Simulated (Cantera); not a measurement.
A closed system holds: 1 mol Al2O3, 0.68 mol Cl2, 0.78 mol O2, held at 4.30e-5 bar.

These are equilibrium values from Cantera (NASA tables, ideal gas, pure condensed phases), not measurements of a reactor. Candidate condensed phases: Al, AlCl3, Al2O3; 17 gas species. Rates play no part.

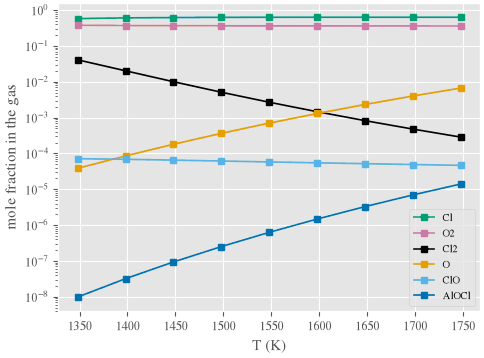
Figure. Equilibrium gas composition (values under 1e-9 drawn at 1e-9)

**Question.** Read off the mole fractions at 1648 K.

**Answer.** Cl about 0.63, O2 about 0.36, O about 0.0023, Cl2 about 0.00082, ClO about 5.2e-5, AlOCl about 3.3e-6.
